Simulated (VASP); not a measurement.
# MoS2: quasiparticle gap under strain, part 2 of 5

Wanted: the deformation potential of the gap of MoS2, from G0W0. The cell has space group P6_3/mmc. The start is a cell from a database of measured crystal structures.

VASP 6.6.1, plane waves and PAW; the level of theory is named at each step.

So far. Step 2 (Relaxation): At PBE, with these data sets, the largest force is down to 0.0049 eV/Å.

The database entry behind the starting cell differs from later determinations by our own check (about 0.3 % long), so it need not match the best structure at ambient conditions.

### 3. Ground state

This step: PBE, no spin polarisation; plane waves and PAW (Mo_sv_GW, S_GW) (VASP 6.6.1).

The orbitals come from a self-consistent PBE run with a tight EDIFF and a narrow smearing. KPOINTS_OPT adds the bands along a path, which shows whether the mesh holds the band edges.

File INCAR:

```
SYSTEM = MoS2
PREC = Accurate
ENCUT = 370
EDIFF = 1E-08
NELM = 100
ISMEAR = 0
SIGMA = 0.01
LREAL = .FALSE.
ALGO = Normal
GGA = PE
NBANDS = 32
LASPH = .TRUE.
LORBIT = 11
LWAVE = .TRUE.
LCHARG = .FALSE.
KPAR = 4
```

File POSCAR:

```
MoS2
1.0
    3.1690000000      0.0000000000      0.0000000000
   -1.5845000000      2.7444345046      0.0000000000
    0.0000000000      0.0000000000     12.3240000000
Mo S
2 4
Direct
    0.6666666667      0.3333333333      0.7500000000
    0.3333333333      0.6666666667      0.2500000000
    0.6666666667      0.3333333333      0.3767056880
    0.3333333333      0.6666666667      0.8767056880
    0.6666666667      0.3333333333      0.1232943120
    0.3333333333      0.6666666667      0.6232943120
```

File KPOINTS:

```
Automatic mesh
0
Gamma
6 6 1
0 0 0
```

File KPOINTS_OPT:

```
Line mode
12
Line-mode
Reciprocal
  0.00000000   0.00000000   0.00000000 GAMMA
  0.50000000   0.00000000   0.00000000 M

  0.50000000   0.00000000   0.00000000 M
  0.33333333   0.33333333   0.00000000 K

  0.33333333   0.33333333   0.00000000 K
  0.00000000   0.00000000   0.00000000 GAMMA

  0.00000000   0.00000000   0.00000000 GAMMA
  0.00000000   0.00000000   0.50000000 A

  0.00000000   0.00000000   0.50000000 A
  0.50000000   0.00000000   0.50000000 L

  0.50000000   0.00000000   0.50000000 L
  0.33333333   0.33333333   0.50000000 H

  0.33333333   0.33333333   0.50000000 H
  0.00000000   0.00000000   0.50000000 A

  0.50000000   0.00000000   0.50000000 L
  0.50000000   0.00000000   0.00000000 M

  0.33333333   0.33333333   0.00000000 K
  0.33333333   0.33333333   0.50000000 H
```

Potentials, in the order of the species: Mo_sv_GW and S_GW (PBE family, release 64).

Launch:

```sh
$ mpirun -np 8 vasp_std
```

Log:

```text
[banner, memory and clock lines left out]
running    8 mpi-ranks, on    1 nodes
 distrk:  each k-point on    2 cores,    4 groups
 distr:  one band on    1 cores,    2 groups

 POSCAR found type information on POSCAR MoS
 POSCAR found :  2 types and       6 ions
 [... a notice as in an earlier step ...]

 LDA part: xc-table for (Slater+PW92), standard interpolation
 POSCAR, INCAR and KPOINTS ok, starting setup
 FFT: planning ... GRIDC
 FFT: planning ... GRID_SOFT
 FFT: planning ... GRID
 WAVECAR not read
 entering main loop
       N       E                     dE             d eps       ncg     rms          rms(c)
DAV:   1     0.365084580654E+03    0.36508E+03   -0.24524E+04   520   0.123E+03
DAV:   2    -0.208656387941E+02   -0.38595E+03   -0.37851E+03   688   0.506E+02
DAV:   3    -0.506067094933E+02   -0.29741E+02   -0.29540E+02   640   0.125E+02
DAV:   4    -0.520974471125E+02   -0.14907E+01   -0.14864E+01   760   0.311E+01
DAV:   5    -0.521599232787E+02   -0.62476E-01   -0.62384E-01   752   0.552E+00    0.147E+01
DAV:   6    -0.465919202334E+02    0.55680E+01   -0.51334E+01   792   0.476E+01    0.727E+00
DAV:   7    -0.451364000417E+02    0.14555E+01   -0.10888E+01   808   0.231E+01    0.388E+00
DAV:   8    -0.450744933441E+02    0.61907E-01   -0.67994E-01   696   0.552E+00    0.957E-01
DAV:   9    -0.450799917228E+02   -0.54984E-02   -0.63619E-02   728   0.157E+00    0.441E-01
DAV:  10    -0.450785603292E+02    0.14314E-02   -0.14551E-02   784   0.102E+00    0.157E-01
DAV:  11    -0.450784569936E+02    0.10334E-03   -0.28208E-03   760   0.447E-01    0.682E-02
DAV:  12    -0.450783616526E+02    0.95341E-04   -0.60224E-04   760   0.180E-01    0.996E-03
DAV:  13    -0.450783697678E+02   -0.81153E-05   -0.45083E-05   624   0.362E-02    0.869E-03
DAV:  14    -0.450783696270E+02    0.14083E-06   -0.49833E-06   688   0.179E-02    0.175E-03
DAV:  15    -0.450783699240E+02   -0.29701E-06   -0.73443E-07   616   0.464E-03    0.470E-04
DAV:  16    -0.450783700031E+02   -0.79137E-07   -0.76590E-08   576   0.168E-03    0.321E-04
DAV:  17    -0.450783700425E+02   -0.39379E-07   -0.67840E-09   392   0.909E-04    0.175E-04
DAV:  18    -0.450783700423E+02    0.26466E-09   -0.26613E-09   392   0.583E-04
   1 F= -.45078370E+02 E0= -.45078370E+02  d E =-.604444E-31
 Start KPOINTS_OPT (optional k-point list driver)
k-point batch [1-7\108]
       N       E                     dE             ncg
DAV:   1    -0.224330488108E+03   -0.22853E+04      544
DAV:   2    -0.310939971565E+04   -0.28851E+04      648
DAV:   3    -0.336380791845E+04   -0.25441E+03      688
DAV:   4    -0.337691214335E+04   -0.13104E+02      696
DAV:   5    -0.337805895124E+04   -0.11468E+01      776
DAV:   6    -0.337817521108E+04   -0.11626E+00      760
DAV:   7    -0.337819472080E+04   -0.19510E-01      768
DAV:   8    -0.337819743902E+04   -0.27182E-02      736
DAV:   9    -0.337819786532E+04   -0.42630E-03      760
DAV:  10    -0.337819792632E+04   -0.61002E-04      728
DAV:  11    -0.337819793579E+04   -0.94757E-05      576
DAV:  12    -0.337819793739E+04   -0.15992E-05      400
DAV:  13    -0.337819793764E+04   -0.24496E-06      392
DAV:  14    -0.337819793768E+04   -0.38604E-07      392
DAV:  15    -0.337819793768E+04   -0.55393E-08      392
[...]
k-point batch [106-108\108]
       N       E                     dE             ncg
DAV:   1     0.717163673299E+04   -0.58405E+04      224
DAV:   2     0.609149748280E+04   -0.10801E+04      288
DAV:   3     0.600547100686E+04   -0.86026E+02      280
DAV:   4     0.600045010025E+04   -0.50209E+01      320
DAV:   5     0.600022826928E+04   -0.22183E+00      320
DAV:   6     0.600021337634E+04   -0.14893E-01      336
DAV:   7     0.600021217395E+04   -0.12024E-02      304
DAV:   8     0.600021208480E+04   -0.89151E-04      320
DAV:   9     0.600021207879E+04   -0.60013E-05      320
DAV:  10     0.600021207830E+04   -0.49551E-06      272
DAV:  11     0.600021207827E+04   -0.30166E-07      176
DAV:  12     0.600021207827E+04   -0.18272E-08      168
 writing wavefunctions
```

Run time: 24 s. Hardware: 8 MPI ranks of Intel Xeon 6975P-C (Granite Rapids), shared host; peak memory 1.6 GiB.

OUTCAR, selected parts (step 3):

```text
 Found      7 irreducible k-points:

   k-points           NKPTS =      7   k-points in BZ     NKDIM =      7   number of bands    NBANDS=     32

   dimension x,y,z NGX =    20 NGY =   20 NGZ =   80
   dimension x,y,z NGXF=    40 NGYF=   40 NGZF=  160

   ENCUT  =  370.0 eV  27.19 Ry    5.21 a.u.   4.97  4.97 19.33*2*pi/ulx,y,z

   NELECT =      52.0000    total number of electrons

 E-fermi :   7.5553

 k-point     1 :       0.0000    0.0000    0.0000
  band No.  band energies     occupation
    ...
     22       5.3182      2.00000
     23       5.3182      2.00000
     24       6.2819      2.00000
     25       6.3306      2.00000
     26       7.4758      2.00000
     27       9.5658      0.00000
     28       9.5780      0.00000
     29       9.5914      0.00000
     30       9.5995      0.00000
     31       9.7494      0.00000
    ...

 k-point     2 :       0.1667   -0.0000    0.0000
  band No.  band energies     occupation
    ...
     22       4.7687      2.00000
     23       5.4072      2.00000
     24       6.2865      2.00000
     25       6.3060      2.00000
     26       6.7010      2.00000
     27       8.9644      0.00000
     28       9.3272      0.00000
     29       9.3309      0.00000
     30       9.5334      0.00000
     31       9.5462      0.00000
    ...

  Total        1.3628951      1.3628951      2.1978484      0.0000000      0.0000000      0.0000000
  in kB       20.3725887     20.3725887     32.8534910      0.0000000      0.0000000      0.0000000
  external PRESSURE =      24.5328894 kB  Pullay stress =       0.0000000 kB

  energy-cutoff  :      370.00
  volume of cell :      107.18
      direct lattice vectors                 reciprocal lattice vectors
     3.169000000  0.000000000  0.000000000     0.315556958  0.182186895  0.000000000
    -1.584500000  2.744434505  0.000000000     0.000000000  0.364373789  0.000000000
     0.000000000  0.000000000 12.324000000     0.000000000  0.000000000  0.081142486

 POSITION                                       TOTAL-FORCE (eV/Angst)
 -----------------------------------------------------------------------------------
      1.58450      0.91481      9.24300        -0.000000      0.000000      0.000000
     -0.00000      1.82962      3.08100        -0.000000     -0.000000      0.000000
      1.58450      0.91481      4.64252         0.000000     -0.000000      0.014662
     -0.00000      1.82962     10.80452        -0.000000      0.000000      0.014662
      1.58450      0.91481      1.51948         0.000000     -0.000000     -0.014662
     -0.00000      1.82962      7.68148         0.000000      0.000000     -0.014662
 -----------------------------------------------------------------------------------
    total drift:                               -0.000000      0.000000     -0.000000

  FREE ENERGIE OF THE ION-ELECTRON SYSTEM (eV)
  ---------------------------------------------------
  free  energy   TOTEN  =       -45.0783700423 eV

  energy  without entropy=      -45.0783700423  energy(sigma->0) =      -45.07837004

 total charge
# of ion       s       p       d       f       tot
--------------------------------------------------
    1        2.108   6.047   3.047   0.029  11.231
    2        2.108   6.047   3.047   0.029  11.231
    3        1.355   2.305   0.071   0.000   3.731
    4        1.355   2.305   0.071   0.000   3.731
    5        1.355   2.305   0.071   0.000   3.731
    6        1.355   2.305   0.071   0.000   3.731
--------------------------------------------------
tot          9.634  21.314   6.378   0.059  37.385

[... 4 parts as in an earlier step ...]

[... 6 further parts left out ...]
```

This step gave:

| Item | Value |
| --- | --- |
| free energy (TOTEN) | -45.08 eV |
| Fermi energy | 7.555 eV |
| pressure | 2.453 GPa |
| least gap on mesh and path | 0.8779 eV |
| least direct gap on mesh and path | 1.649 eV |

The highest empty bands on the path are converged less tightly, to about 0.1 eV. Electronic bands along the path, in eV, zero at the valence-band top; v1 is the highest filled band, c1 the lowest empty one:

```
    point     v4     v3     v2     v1    c1    c2    c3    c4
        Γ  -2.16  -1.19  -1.15   0.00  2.09  2.09  2.12  2.15
        M  -1.75  -1.56  -1.41  -1.29  1.58  1.63  1.99  2.24
        K  -2.70  -2.70  -0.78  -0.62  1.03  1.03  1.85  2.83
        Γ  -2.16  -1.19  -1.15   0.00  2.09  2.09  2.12  2.12
        A  -2.18  -2.18  -0.27  -0.27  2.09  2.09  2.10  2.14
        L  -1.65  -1.65  -1.34  -1.34  1.60  1.60  2.13  2.13
        H  -2.87  -2.87  -0.71  -0.71  1.03  1.03  2.31  2.31
        A  -2.18  -2.18  -0.27  -0.27  2.09  2.09  2.10  2.12
jump to L  -1.65  -1.65  -1.34  -1.34  1.60  1.60  2.13  2.13
        M  -1.75  -1.56  -1.41  -1.29  1.58  1.63  1.99  2.24
jump to K  -2.70  -2.70  -0.78  -0.62  1.03  1.03  1.85  2.83
        H  -2.87  -2.87  -0.71  -0.71  1.03  1.03  2.31  2.31
```

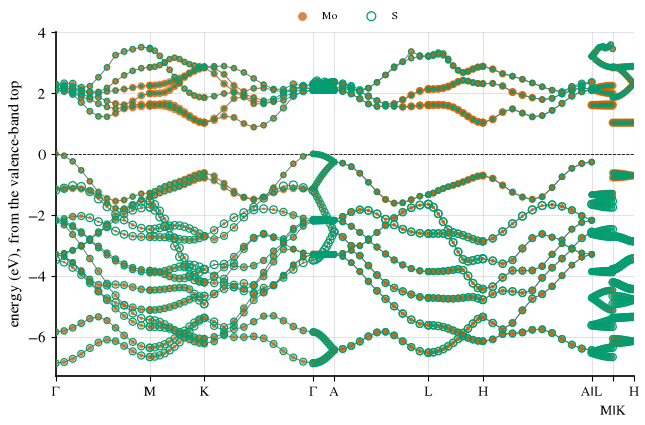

Electronic bands along the path; dots are coloured as in the legend, and their area grows with the weight.

The cell has a gap of 0.878 eV on mesh and path and a pressure of +2.5 GPa, which holds the misfit of the given cell and coordinates with this functional, and any error of cutoff, mesh and data sets. Spin-orbit coupling is left out, which can shift or reorder these edges.

### 4. Empty bands

ALGO = Exact makes the empty bands from the converged ground state in one step. LOPTICS writes the k-derivatives of the orbitals (WAVEDER), which give the long-wavelength limit of the screening.

File INCAR:

```
SYSTEM = MoS2
PREC = Accurate
ENCUT = 370
ISMEAR = 0
SIGMA = 0.01
LREAL = .FALSE.
GGA = PE
NBANDS = 320
LASPH = .TRUE.
ALGO = Exact
NELM = 1
LWAVE = .TRUE.
LCHARG = .FALSE.
LOPTICS = .TRUE.
NEDOS = 1000
CSHIFT = 0.1
```

POSCAR is that of step 3.

KPOINTS is that of step 3.

Launch:

```sh
$ mpirun -np 8 vasp_std
```

Log:

```text
[banner, memory and clock lines left out]
running    8 mpi-ranks, on    1 nodes
 distrk:  each k-point on    8 cores,    1 groups
 distr:  one band on    1 cores,    8 groups

 POSCAR found type information on POSCAR MoS
 POSCAR found :  2 types and       6 ions
 [... a notice as in an earlier step ...]

 LDA part: xc-table for (Slater+PW92), standard interpolation
 found WAVECAR, reading the header
  number of bands has changed, file:    32 present:   320
  trying to continue reading WAVECAR, but it might fail
 POSCAR, INCAR and KPOINTS ok, starting setup
 FFT: planning ... GRIDC
 FFT: planning ... GRID_SOFT
 FFT: planning ... GRID
 reading WAVECAR
 random initialization beyond band           32
 the WAVECAR file was read successfully
 initial charge from wavefunction
 entering main loop
       N       E                     dE             d eps       ncg     rms          rms(c)
DIA:   1    -0.450783700451E+02   -0.45078E+02    0.00000E+00     0   0.000E+00
   1 F= -.45078370E+02 E0= -.45078370E+02  d E =-.115113E-51
 writing wavefunctions
 optical routines
 imaginary and real dielectric function
 recalculating local potential from charge density
 direction            1
 direction            2
 direction            3
```

Run time: 11 s. Hardware: 8 MPI ranks; peak memory 1.7 GiB; 87 s of CPU time.

OUTCAR, selected parts (step 4):

```text
 Found      7 irreducible k-points:

   k-points           NKPTS =      7   k-points in BZ     NKDIM =      7   number of bands    NBANDS=    320

   NELECT =      52.0000    total number of electrons

 E-fermi :   7.5811

 k-point     1 :       0.0000    0.0000    0.0000
  band No.  band energies     occupation
    ...
     22       5.3182      2.00000
     23       5.3182      2.00000
     24       6.2819      2.00000
     25       6.3306      2.00000
     26       7.4758      2.00000
     27       9.5644      0.00000
     28       9.5644      0.00000
     29       9.5912      0.00000
     30       9.5912      0.00000
     31       9.7409      0.00000
    ...

 k-point     2 :       0.1667   -0.0000    0.0000
  band No.  band energies     occupation
    ...
     22       4.7687      2.00000
     23       5.4072      2.00000
     24       6.2865      2.00000
     25       6.3060      2.00000
     26       6.7010      2.00000
     27       8.9644      0.00000
     28       9.3271      0.00000
     29       9.3306      0.00000
     30       9.5333      0.00000
     31       9.5447      0.00000
    ...

  Total        1.3626204      1.3626204      2.1969550      0.0000000      0.0000000     -0.0000000
  in kB       20.3684821     20.3684821     32.8401360      0.0000000      0.0000000     -0.0000000
  external PRESSURE =      24.5257000 kB  Pullay stress =       0.0000000 kB

 POSITION                                       TOTAL-FORCE (eV/Angst)
 -----------------------------------------------------------------------------------
      1.58450      0.91481      9.24300         0.000000      0.000000      0.000000
     -0.00000      1.82962      3.08100        -0.000000     -0.000000      0.000000
      1.58450      0.91481      4.64252        -0.000000      0.000000      0.014668
     -0.00000      1.82962     10.80452        -0.000000     -0.000000      0.014668
      1.58450      0.91481      1.51948        -0.000000     -0.000000     -0.014668
     -0.00000      1.82962      7.68148        -0.000000     -0.000000     -0.014668
 -----------------------------------------------------------------------------------
    total drift:                               -0.000000      0.000000     -0.000000

  FREE ENERGIE OF THE ION-ELECTRON SYSTEM (eV)
  ---------------------------------------------------
  free  energy   TOTEN  =       -45.0783700451 eV

  energy  without entropy=      -45.0783700451  energy(sigma->0) =      -45.07837005

 plasma frequency squared (from intraband transitions) (eV^2)
  --------------------------------------------------------------------------------------
       0.000       0.000      -0.000
       0.000       0.000       0.000
       0.000       0.000       0.000

[... 11 parts as in an earlier step ...]

[... 2 further parts left out ...]
```

WAVECAR now holds 320 bands for 52 electrons. Its independent-particle dielectric tensor has xx, yy, zz = 16.7, 16.7, 10.6 on this mesh, which isn't tested for convergence in mesh or bands and lacks local fields.

[end of part 2 of 5]

[Lines on the potential files, build, host, timing and source positions are cut from VASP's logs without a mark.]

[Logs are printed without paths, hosts, clocks, repeated set-up lines and the standing remarks that a program may print on its own settings, such as how far it seeks lower states.]

[Hosts, paths, dates, database ids (printed as entryN), source tags and the programs' standing remarks are cut or masked in the printed files.]

[Pressures printed for these runs are not shown converged in the cutoff: they can be off by several GPa and have the wrong sign.]
